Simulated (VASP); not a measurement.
Band structure of CaHg$_{2}$ (space group P6/mmm). Method: PBEsol GGA, VASP's PBE PAW potentials (set 64) (plane waves; VASP).

Unless said otherwise, spin-orbit coupling is left out, though it shifts the bands of the heavy elements here.

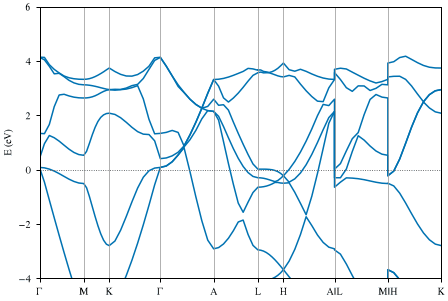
Figure. Bands along high-symmetry lines, zero at the valence-band maximum or, without a gap, the Fermi level

**Question.** Read the plot: is there a gap, and where are the band edges?

**Answer.** It has no gap at this level: it comes out as a metal or semimetal. (Edges off the drawn lines would not show.)

The structure comes from a computed database's CaHg2 entry (P6/mmm); how it stands against other phases isn't given here. It was relaxed first.
